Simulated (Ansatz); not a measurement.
# Generalised stacking fault on (111) (glide set) of a Ge-Si solid solution (72 atoms): geometry optimisation

Aim: bring generalised stacking fault on (111) (glide set) of a Ge-Si solid solution (72 atoms) to a nearby minimum of the energy and see what moves.

Method: Kohn-Sham DFT, RPBE, PAW (set soft_2), plane waves, in Ansatz 0.2.0.

## Step 1: Set-up

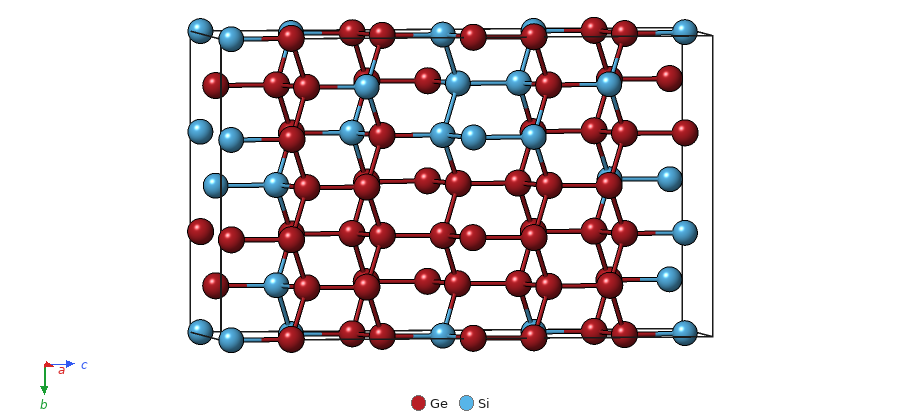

The starting structure, seen from the side, with the c axis across the page (germanium red, silicon blue). Bonds to atoms that aren't drawn are left out. Some periodic images of atoms are drawn too.

The cell holds 72 atoms: 51 Ge and 21 Si. Its edges and angles: a = 6.849 Å, b = 11.862 Å, c = 19.579 Å, α = 90.0°, β = 88.3°, γ = 90.0°. It derives from Ge and Si. Diamond-structure Ge lattice (a = 5.5919 Å, the value set for the mixture), cell with z along [111], 1 x 3 x 2 periods; the third cell vector is tilted by 0.083 of 1/2[11-2] and lengthened by 0.2 Å, so the cell holds one fault (glide set); displaced by a Gaussian of 0.01 Å; 21 of 72 Ge sites given to Si at random (lattice constant by Vegard's rule between Ge and Si).

Limits known from the start: Atoms were free to move along the slip, so the relaxation can undo part or all of it. The host structure and its lattice constant were typed by rule, without a check against the phase diagram.

## Step 2: Single point at the start

A single point comes first, to see the forces before anything moves.

File input.yaml:

```yaml
crystal:
  lattice:
    - [6.84865, 0.0, 0.0]
    - [0.0, 11.86221, 0.0]
    - [0.5707, 0.0, 19.57091]
  atoms:
    - { symbol: Ge, position: [0.49677, 0.16762, 0.0209] }
    - { symbol: Ge, position: [0.48619, 0.16677, 0.14499] }
    - { symbol: Ge, position: [0.81705, 0.16683, 0.18546] }
    - { symbol: Si, position: [0.8059, 0.16645, 0.30862] }
    [... 62 atom lines left out ...]
    - { symbol: Ge, position: [0.5962, 0.66607, 0.84572] }
    - { symbol: Si, position: [0.58668, 0.66567, 0.96911] }
    - { symbol: Si, position: [0.0949, 0.4992, 0.8467] }
    - { symbol: Si, position: [0.08781, 0.50099, 0.96973] }
    - { symbol: Ge, position: [0.09698, 0.83368, 0.84522] }
    - { symbol: Si, position: [0.08514, 0.83374, 0.969] }
kpoints:
  mp_grid: { grid: [2, 1, 1] }
hamiltonian:
  xc: rpbe
scf:
  occupations: { method: gaussian, width: 0.05 }
output:
  forces: true
  stress: true
  populations: true
  dos:
    method: { smearing: { sigma: 0.15 } }
    de: 0.1
    projected: { site_lists: { Ge: [Ge], Si: [Si] } }
  eigenvalues: true
```

Run with:

```sh
$ ansatz run input.yaml --threads 4 --pin off --max-ram 8192MiB --backend cpu --events-out ev --progress --plain --runs-dir out
```

Wall time 73 s (4 threads of Arm Neoverse V2, shared host); peak memory 6.7 GiB; 4.7 min of CPU time.

The run gave:

| Property | Result |
| --- | --- |
| free energy | -232740.4927 eV |
| free energy per atom | -3232.5068 eV/atom |
| SCF cycles | 10 |
| pressure | 5.04 GPa |
| r.m.s. force component | 0.4895 eV/Å |
| longest force | 1.963 eV/Å |
| Fermi energy | 8.492 eV |
| gap (highest filled to lowest empty level) | 0.1936 eV |
| spilling of the projection | 0.002431 |

The r.m.s. force component of 0.49 eV/Å and the pressure of 5.0 GPa set the starting point.

Neighbours are counted within 2.77 Å (Ge-Ge), 2.77 Å (Ge-Si), 2.77 Å (Si-Si).

Length of the force by element and coordination:

```csv
element,coordination,atoms,mean length of the force (eV/Å),spread,least,most
Ge,all,51,0.626,0.403,0.148,1.96
Ge,3,5,1.72,0.181,1.46,1.96
Ge,4,46,0.507,0.180,0.148,0.864
Si,all,21,0.893,0.568,0.109,1.83
Si,3,7,1.66,0.124,1.52,1.83
Si,4,14,0.509,0.188,0.109,0.829
```

## Step 3: Relaxation

The atoms are relaxed in the fixed cell, aiming at the force tolerance of the input.

input.yaml, the sections that differ from step 2:

```yaml
output:
  forces: true
relax:
  f_tol: 0.03
  max_steps: 90
# crystal, kpoints, hamiltonian, scf: as in step 2
```

Run time: 2.6 min. Hardware: 4 threads; peak memory 4.1 GiB; 9.8 min of CPU time.

The program notes that it cut back its work space to fit the memory limit.

The steps of the relaxation:

```csv
step,energy less that of the first step (eV),largest force component (eV/Å)
1,0.0000,1.8488
2,-3.7778,1.7345
3,-5.7211,0.1392
4,-5.7474,0.0233
5,-5.7474,0.0233
```

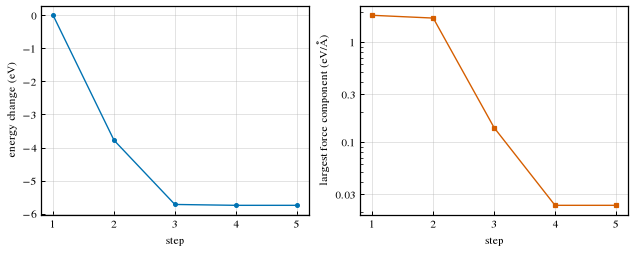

Energy and largest force along the relaxation.

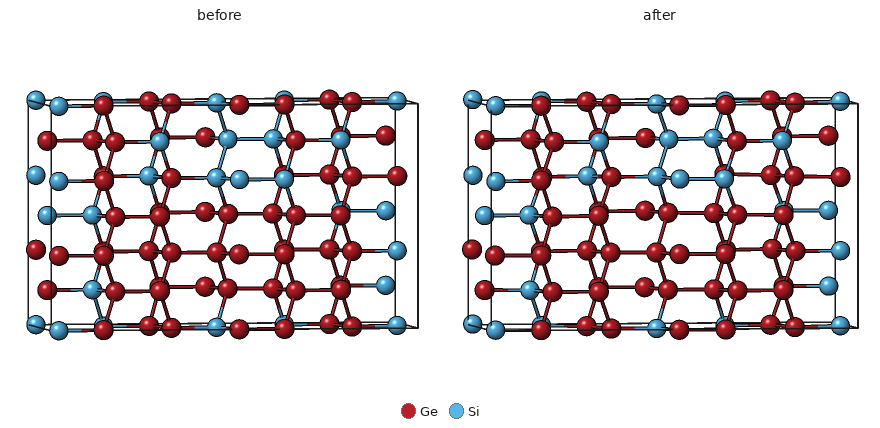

The structure before and after the relaxation, drawn at the same scale. Bonds to atoms that aren't drawn are left out.

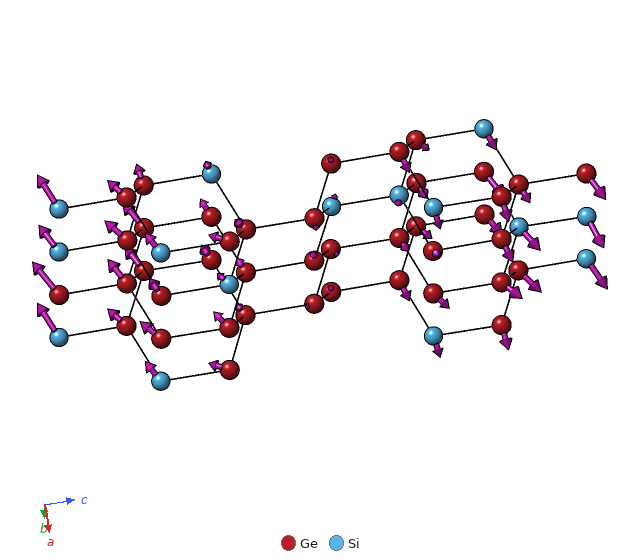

Displacements in the relaxation, exaggerated; the longest in the cell stands for 0.35 Å. Drawn is a slice 4 Å thick, seen at a slant to the bc plane.

The atoms that moved most (Å):

```csv
atom,dx,dy,dz,length
Ge37,-0.313,0.000,-0.157,0.350
Ge54,0.315,0.038,0.119,0.339
Si32,0.309,0.002,0.116,0.330
Si5,-0.305,-0.019,-0.116,0.327
Si11,-0.307,0.018,-0.087,0.319
Si70,0.295,-0.030,0.080,0.307
Ge33,-0.293,0.010,-0.092,0.307
Si72,0.266,0.028,0.117,0.292
```

The relaxation changed the energy by -79.8 meV/atom, and atoms moved by 0.19 Å r.m.s., 0.35 Å at most.

## Step 4: Structure statistics after relaxation

Bonds before and after, by the cutoffs listed below:

```csv
pair,bonds before,bonds after,mean before (Å),mean after (Å),spread before (Å),spread after (Å)
Ge-Ge,73,74,2.419,2.457,0.022,0.010
Ge-Si,53,56,2.402,2.411,0.046,0.012
Si-Si,12,14,2.390,2.368,0.061,0.010
```

Density 4.48 g/cm³, 22.08 Å³ an atom.

Pair distribution functions g(r), in bins of 0.2 Å:

```csv
r (Å),total,Ge-Ge,Ge-Si,Si-Si
2.30,1.08,0.00,1.15,7.10
2.50,4.85,5.95,4.52,0.00
2.70,0.00,0.00,0.00,0.00
2.90,0.00,0.00,0.00,0.00
3.10,0.00,0.00,0.00,0.00
3.30,0.00,0.00,0.00,0.00
3.50,0.00,0.00,0.00,0.00
3.70,0.00,0.00,0.00,0.00
3.90,5.08,4.80,5.37,5.40
4.10,1.61,1.90,1.26,1.59
4.30,0.00,0.00,0.00,0.00
4.50,1.01,1.05,0.96,0.96
4.70,3.81,3.77,3.85,3.83
4.90,0.05,0.04,0.05,0.12
5.10,0.00,0.00,0.00,0.00
5.30,0.00,0.00,0.00,0.00
5.50,0.74,0.79,0.65,0.84
5.70,0.93,0.86,1.07,0.71
5.90,0.07,0.03,0.10,0.16
6.10,2.46,2.46,2.43,2.54
6.30,0.29,0.36,0.20,0.37
6.50,0.00,0.00,0.00,0.00
6.70,0.71,0.62,0.82,0.56
6.90,3.56,3.65,3.39,3.96
7.10,0.59,0.60,0.57,0.68
7.30,2.03,1.99,2.16,1.73
7.50,0.22,0.25,0.19,0.16
7.70,0.02,0.02,0.01,0.00
```

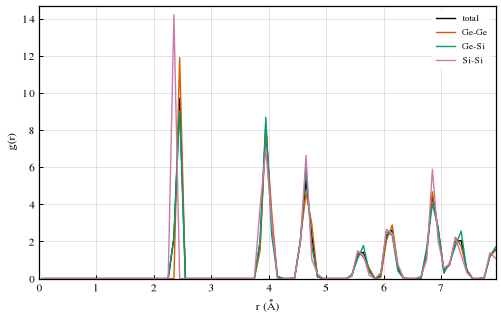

Pair distribution functions.

Bonds by pair of elements; cutoffs follow the first minimum of g(r), held within bounds set by covalent radii, and pairs that aren't listed don't count as bonded:

```csv
pair A-B,cutoff (Å),bonds,mean length (Å),spread (Å),shortest (Å),B about A,A about B
Ge-Ge,2.88,74,2.46,0.01,2.44,2.90,2.90
Ge-Si,2.83,56,2.41,0.012,2.39,1.10,2.67
Si-Si,2.77,14,2.37,0.01,2.35,1.33,1.33
```

How many atoms have how many bonded neighbours:

```csv
element,mean,4
Ge,4,51
Si,4,21
```

Bond angles (no mean is given where the spread exceeds 20°):

```csv
angle,count,mean (°),spread (°)
Ge-Ge-Ge,163,109,1.5
Ge-Ge-Si,118,110,1.7
Ge-Si-Si,58,110,1.3
Ge-Si-Ge,55,109,1.5
Si-Ge-Si,25,111,1.5
```

Rings of the network by King's shortest-path rule, up to 12 atoms, one path for each pair of neighbours; H, halogens, alkali and alkaline-earth atoms are left out, and the last column divides by all other atoms, bonded or not:

```csv
ring size (atoms),rings,per network atom
6,140,1.94
```

Counting bonds as in the table, all Ge atoms have 4 and all Si atoms have 4 bonded neighbours. The Ge-Ge-Ge angle averages 109° with a spread of 1.5°. All rings counted have 6 atoms.

## Step 5: Single point at the relaxed geometry

The electronic structure is read at the final geometry, in a run of its own.

File input.yaml:

```yaml
crystal:
  lattice:
    - [6.84865, 0.0, 0.0]
    - [0.0, 11.86221, 0.0]
    - [0.5707, 0.0, 19.57091]
  atoms:
    - { symbol: Ge, position: [0.4613, 0.16477, 0.01613] }
    - { symbol: Ge, position: [0.46032, 0.16397, 0.14159] }
    - { symbol: Ge, position: [0.7951, 0.1661, 0.18449] }
    - { symbol: Si, position: [0.79389, 0.16783, 0.3078] }
    [... 62 atom lines left out ...]
    - { symbol: Ge, position: [0.62319, 0.66505, 0.85338] }
    - { symbol: Si, position: [0.62102, 0.66474, 0.97619] }
    - { symbol: Si, position: [0.12611, 0.49851, 0.8529] }
    - { symbol: Si, position: [0.13052, 0.49847, 0.97382] }
    - { symbol: Ge, position: [0.12511, 0.83445, 0.85217] }
    - { symbol: Si, position: [0.12341, 0.83611, 0.97499] }
kpoints:
  mp_grid: { grid: [2, 1, 1] }
hamiltonian:
  xc: rpbe
scf:
  occupations: { method: gaussian, width: 0.05 }
output:
  forces: true
  stress: true
  populations: true
  dos:
    method: { smearing: { sigma: 0.1 } }
    de: 0.1
    projected: { site_lists: { Ge: [Ge], Si: [Si] } }
  eigenvalues: true
  write_density: true
  write_potential: true
  volumetric_format: npy
```

It took 78 s on 4 threads; peak memory 6.7 GiB; 5.1 min of CPU time.

Read from the output:

```
free energy                                      : -232746.2401 eV
free energy per atom                             : -3232.5867 eV/atom
SCF cycles                                       : 11
pressure                                         : 3.867 GPa
r.m.s. force component                           : 0.00852 eV/Å
longest force                                    : 0.02546 eV/Å
Fermi energy                                     : 8.233 eV
gap (highest filled to lowest empty level) : 0.3869 eV
spilling of the projection                       : 0.002331
```

Löwdin charges by element (they lack the spilled electrons, 0.026 e an atom on average):

```csv
element,coordination,atoms,mean charge (e),spread,least,most
Ge,all,51,0.0049,0.0157,-0.0415,0.0271
Si,all,21,0.0766,0.0158,0.0462,0.101
```

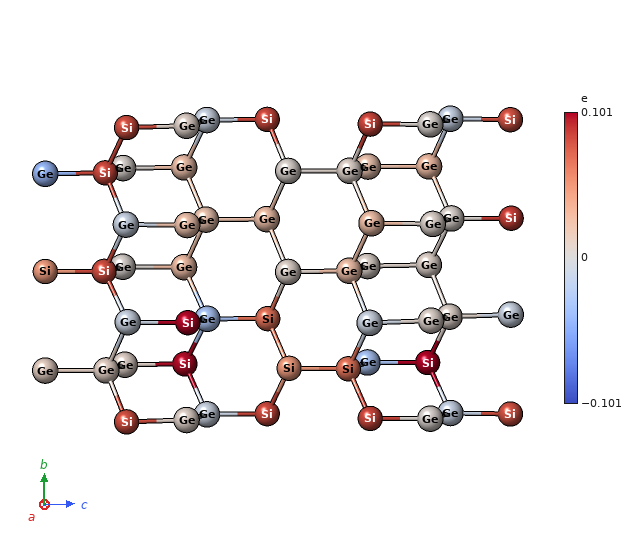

Atoms coloured by Löwdin charge. Drawn is a slice 4 Å thick, seen along the normal of the bc plane.

Charge against the make-up of the first shell:

```csv
Ge neighbours of Si,atoms,mean charge (e)
1,3,0.047
2,4,0.065
3,11,0.083
4,3,0.1
```

States in the cell by windows of 1 eV, zero at the Fermi level; the larger projections on atomic orbitals stand beside the total:

```csv
from (eV),to (eV),total,Ge p,Si p,Ge s,Si s
-10,-9,24.2,5.1,2.3,11.7,5.0
-9,-8,7.1,1.9,0.9,3.2,1.0
-8,-7,29.0,9.3,4.3,10.8,4.3
-7,-6,20.2,7.0,3.2,6.6,3.1
-6,-5,7.8,2.9,1.4,2.1,1.3
-5,-4,32.3,19.2,9.1,2.4,1.2
-4,-3,38.0,24.4,11.6,1.2,0.5
-3,-2,49.3,34.4,13.2,1.0,0.4
-2,-1,25.8,19.0,6.0,0.3,0.1
-1,0,7.7,5.8,1.7,0.0,0.0
0,1,18.6,6.2,3.7,5.8,1.6
1,2,42.6,18.1,7.7,9.1,3.6
2,3,35.4,15.9,7.8,4.5,2.4
```

Between -25 and -10 eV lie 557 more states.

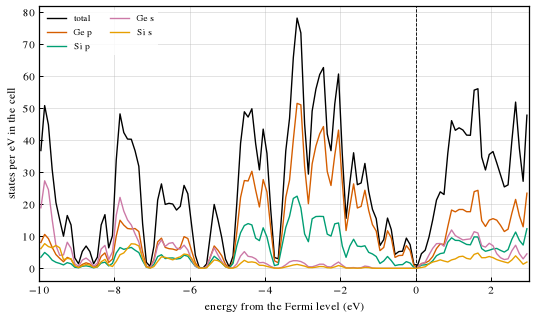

Total and projected density of states, with the broadening of the input.

The levels nearest the highest filled one (over half full), pooled over k-points and spins:

```csv
level less the highest filled one (eV),occupation
-0.585,2
-0.479,2
-0.478,2
-0.232,2
-0.0347,2
0,2
0.387,0
0.575,0
0.613,0
0.710,0
0.749,0
0.802,0
```

Mean Löwdin charges: Ge +0.00, Si +0.08 e. Charges this small depend on the projection, at times even in sign. The charge on Si changes by +0.018 e for each Ge neighbour that takes the place of another kind, on average. Just under the Fermi level the largest share is Ge p (77 % of the projected weight), just over it Ge s (40 % of the projected weight).

## Step 6: What came out

```
energy change in the relaxation                  : -79.83 meV/atom
r.m.s. displacement                              : 0.188 Å
largest displacement                             : 0.35 Å
free energy per atom                             : -3232.5867 eV/atom
density                                          : 4.485 g/cm³
pressure                                         : 3.867 GPa
r.m.s. force component                           : 0.00852 eV/Å
gap (highest filled to lowest empty level) : 0.3869 eV
wall time of the 3 DFT runs                      : 5.1 min
```

What this shows: Relaxation lowers the energy by 79.8 meV/atom and moves atoms by 0.19 Å r.m.s.; the r.m.s. force component goes from 0.49 to 0.0085 eV/Å, the pressure goes from 5.0 to 3.9 GPa, and the gap from 0.194 to 0.387 eV. By the final cutoffs 0 of 138 bonded pairs parted and 6 joined. Afterwards all atoms of each element have one and the same coordination, so bonds have reconnected across the defect, which no longer shows in the counts. Layers on the two sides of the fault moved in opposite directions along the plane, so much of the imposed slip has spread into a shear of the crystal. From the first step to the last the energy fell by 5.747 eV, and the largest move was 0.35 Å (Ge37). The Ge-Ge bonds change most in mean length: from 2.419 Å (spread 0.022) to 2.457 Å (spread 0.010), and their number from 73 to 74. Counting bonds as in the table, all Ge atoms have 4 and all Si atoms have 4 bonded neighbours. The highest filled and lowest empty levels differ by 0.387 eV on the run's k-points; the mesh holds the band edges only if they fold onto it, so the gap at this level can be narrower or closed, while semilocal functionals tend to narrow gaps against experiment.

Caveats: The stress is far from hydrostatic: its diagonal is 2.9, 6.4, 2.3 GPa, compression counted positive. Atoms were free to move along the slip, so the relaxation can undo part or all of it. The pressure of 3.9 GPa shows the cell to be compressed for this functional.

[Logs are printed without paths, hosts, clocks, repeated set-up lines and the standing remarks that a program may print on its own settings, such as how far it seeks lower states.]

[Hosts, paths, dates, database ids (printed as entryN), source tags and the programs' standing remarks are cut or masked in the printed files.]
